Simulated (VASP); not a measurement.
Band structure of NbC (rock salt). Method: PBE GGA with D3 dispersion (Becke-Johnson damping), VASP's PBE PAW potentials (set 64) (plane waves; VASP 6.6.1).

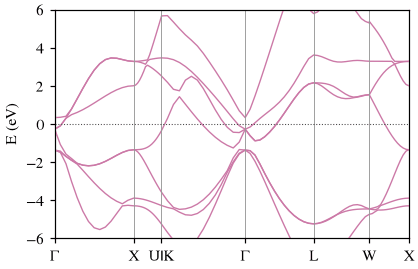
*Bands along high-symmetry lines, zero at the valence-band maximum or, without a gap, the Fermi level*

### Question
Read the plot: is there a gap, and where are the band edges?

### Answer
It has no gap at this level: it comes out as a metal or semimetal. (Edges off the drawn lines would not show.)

The compound is NbC in the rock salt structure. It was relaxed first. The electron count is odd and the run is not spin-polarised, which forces a metal.
